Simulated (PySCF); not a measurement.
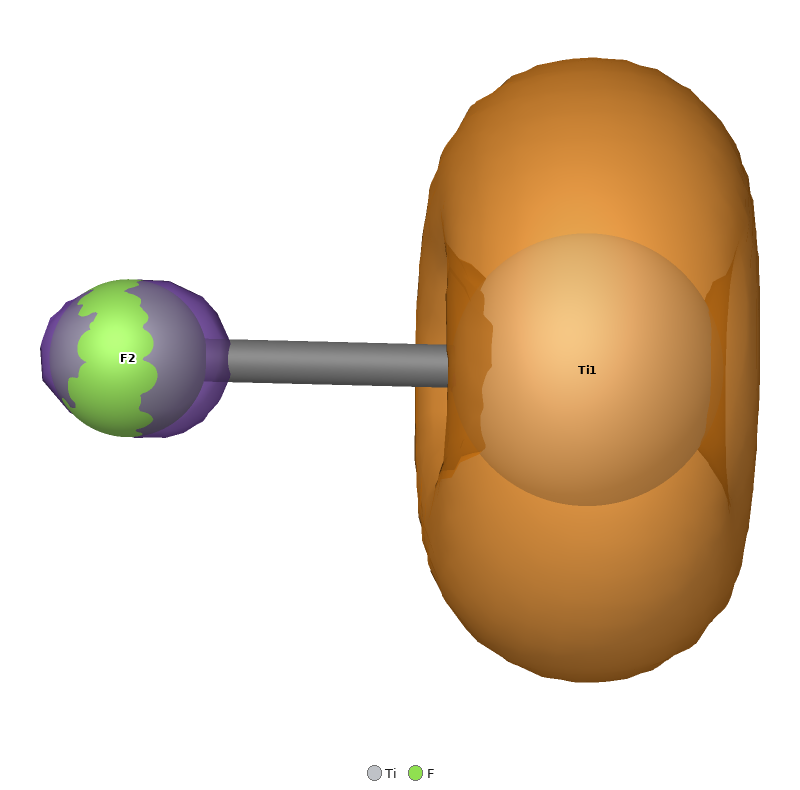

TiF (charge +1, triplet). Isosurfaces of the spin density at +0.1 (orange) and −0.1 e/Å³ (purple), seen from one side.

Theory: PBE0/def2-TZVPPD, non-relativistic Hamiltonian with scalar-relativistic core potentials where named, at a bond length of 1.721 Å (PySCF).

```xyz
2

Ti    0.0000    0.0000   -0.4884
F     0.0000    0.0000    1.2326
```

Where is the unpaired spin?

Answer. The unpaired spin (2 electrons) lies mostly on Ti1 (about 2.0), in electrons by Hirshfeld's partition.
